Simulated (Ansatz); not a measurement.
C2H5BrOSi: single-point calculation

- system: C2H5BrOSi, SMILES O[Si]1(Br)CC1
- method: RHF-CCSD(T), frozen core/def2-TZVPP (Ansatz 0.2.0)

The geometry comes from this level: PBE0-D4/def2-TZVP.

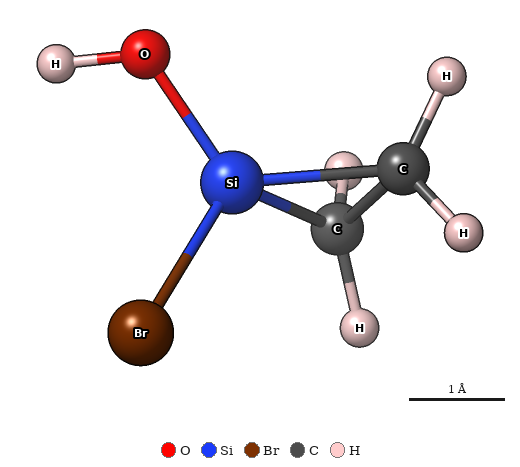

Fig. 1: The structure (ball-and-stick view, seen at a tilt). Bond lengths as drawn: Br–Si 2.21 Å, C–C 1.59 Å, C–H 1.09 Å, C–Si 1.81 to 1.82 Å, H–O 0.96 Å and O–Si 1.63 Å.

Summary

| quantity | value |
| --- | --- |
| outcome | converged |
| total energy | −82070.4394 eV |
| mean-field energy | −82042.1911 eV |
| CCSD correlation | −27.1694 eV |
| (T) correction | −1.0789 eV |
| T1 diagnostic | 0.009 |
| SCF solution under orbital rotations | stable |
| hardware | 4 threads of Arm Neoverse V2, 23 GiB of memory available, shared host |
| wall time | 3.1 min (CPU time 12 min) |
| peak memory | 5.7 GiB |

Input file
```yaml
crystal:
  periodic: [false, false, false]
  atoms:
    - {symbol: O, position_ang: [-1.394074, 0.093622, 1.558163]}
    - {symbol: Si, position_ang: [-0.167077, -0.411404, 0.610751]}
    - {symbol: Br, position_ang: [0.668438, -2.324489, 1.334872]}
    - {symbol: C, position_ang: [-0.060816, -0.028718, -1.160910]}
    - {symbol: C, position_ang: [0.890857, 0.810998, -0.197010]}
    - {symbol: H, position_ang: [-2.065023, -0.547670, 1.799772]}
    - {symbol: H, position_ang: [-0.843363, 0.549223, -1.643979]}
    - {symbol: H, position_ang: [0.448448, -0.694811, -1.850080]}
    - {symbol: H, position_ang: [0.651905, 1.867932, -0.123469]}
    - {symbol: H, position_ang: [1.953705, 0.634118, -0.325209]}
basis:
  gaussian: {orbitals: def2-TZVPP}
correlation: {method: ccsd_t}
```

Launched with:
```bash
ansatz run in.yaml --threads 4 --pin off --events-out ev --progress --plain --max-ram 10444MiB
```

Output
```
Functional definition: HF
  name "HF"
  cite "Fock, Z. Phys. 61, 126 (1930) doi:10.1007/BF01340294"
  parent pbe
  exchange = exact_x
  correlation = 0
1535 factors; integrals over basis functions are off by at most 1.1e-3 eV
mean field evaluation 1: about -82037.5587 eV, gradient 4.5e1 eV
mean field evaluation 2: about -82037.8603 eV, gradient 4.5e1 eV
mean field evaluation 4: about -82042.1262 eV, gradient 3.9e0 eV
mean field evaluation 8: about -82042.1908 eV, gradient 2.6e-1 eV
mean field evaluation 16: about -82042.1911 eV, gradient 9.9e-7 eV
mean field -82042.19108635 eV, -3014.9949122289 hartree, gradient 9.9e-7 eV, S^2 0.000000; 0 other end points of the search recorded, 0 dependent functions left out
17 core orbitals not correlated: weight in the atoms' cores, before any rotation towards them, 1.000 or more for the frozen orbitals, at most 0.000 for the correlated occupied ones
reference -82042.19108635 eV, -3014.9949122289 hartree; 20, 20 occupied and 216, 216 virtual orbitals, 1535 factors
second order -26.36037383 eV of doubles, -0.00000000 eV of singles
cycle   1  -26.49674915 eV  change   -1.4e-1 eV  update   1.0e-1
cycle   2  -27.07461531 eV  change   -5.8e-1 eV  update   2.8e-2
cycle   3  -27.18109538 eV  change   -1.1e-1 eV  update   1.3e-2
cycle   4  -27.16911150 eV  change    1.2e-2 eV  update   2.9e-3
cycle   5  -27.16917455 eV  change   -6.3e-5 eV  update   1.2e-3
cycle   6  -27.16968821 eV  change   -5.1e-4 eV  update   3.3e-4
cycle   7  -27.16945639 eV  change    2.3e-4 eV  update   1.2e-4
cycle   8  -27.16944008 eV  change    1.6e-5 eV  update   3.8e-5
perturbative correction -1.07890072 eV, -0.0396488702 hartree
Total energy: -82070.43942715 eV, -3016.0330196061 hartree
```
